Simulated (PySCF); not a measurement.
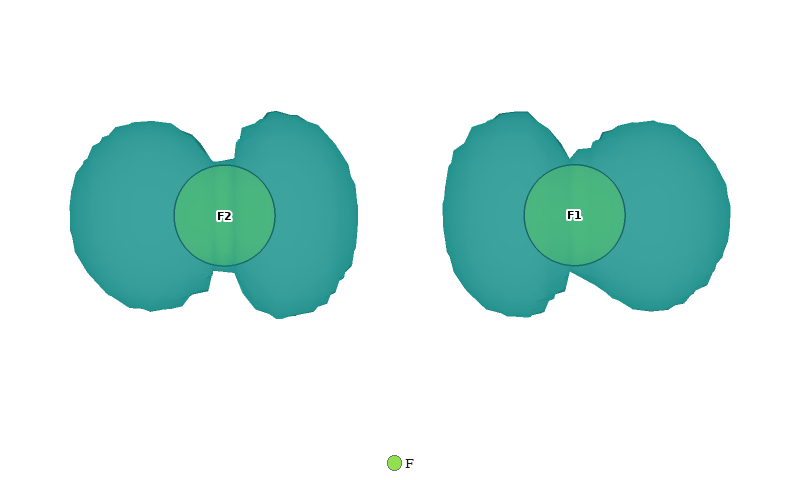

Figure. F2 (charge −1, doublet). Isosurface of the spin density (α minus β) at +0.08 e/Å³ (teal), seen from one side.

These are results of PySCF, PBE0/aug-cc-pVDZ(-PP), non-relativistic Hamiltonian with scalar-relativistic core potentials where named, at a bond length of 2.013 Å, not measurements.

```tsv
atom	x (Å)	y (Å)	z (Å)
F	0.0000	0.0000	-1.0065
F	0.0000	0.0000	1.0065
```

Describe the spin distribution.

The unpaired spin (1 electron) lies mostly on F1 (about 0.5) and F2 (about 0.5), in electrons by Hirshfeld's partition.
